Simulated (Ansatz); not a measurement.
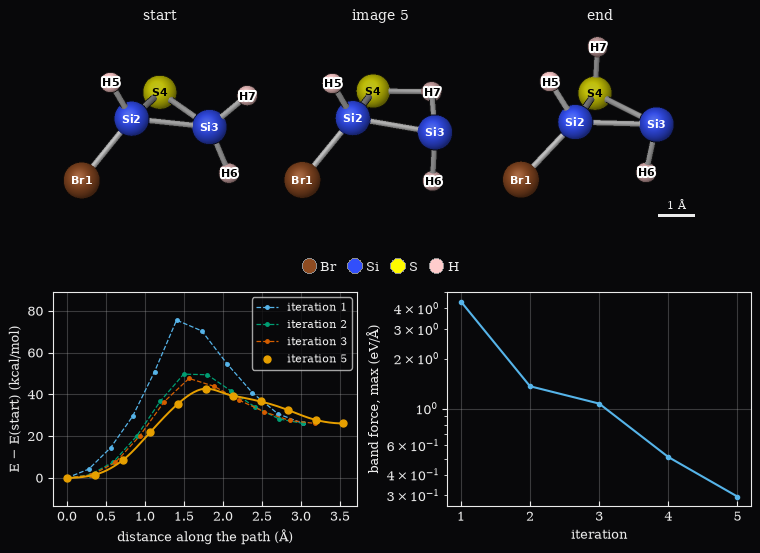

NEB run on Si2H3SBr. Images are numbered from 0 (start) to 10 (end). The plot follows the band through its iterations. Style: ball-and-stick. Shown at a tilt.

The calculation used RKS B3LYP-D4/def2-SVP in Ansatz. Set-up: 9 movable images; climbing image; force threshold 0.5 eV/Å; iteration limit 60; starting path through a guess of the saddle point.

### Did the band converge, and can the barrier be trusted?

The run met only a loose threshold, so the barrier can't be trusted yet. The band converged in 5 iterations. The largest component of the band force went from 4.4 to 0.3 eV/Å. The climbing image converged on the top of the path. Its curvatures weren't checked. The force threshold is so loose that the height of the top is at best an upper bound. The first iteration put the highest image at 75.6 kcal/mol. The highest point, image 5, lies 42.8 kcal/mol above the start and 16.7 kcal/mol above the end; the end is at +26.1 kcal/mol relative to the start.

Cost: 83 s on 2 threads of Intel(R) Xeon(R) 6975P-C (Granite Rapids), with other jobs on the host, peak memory 0.25 GiB.
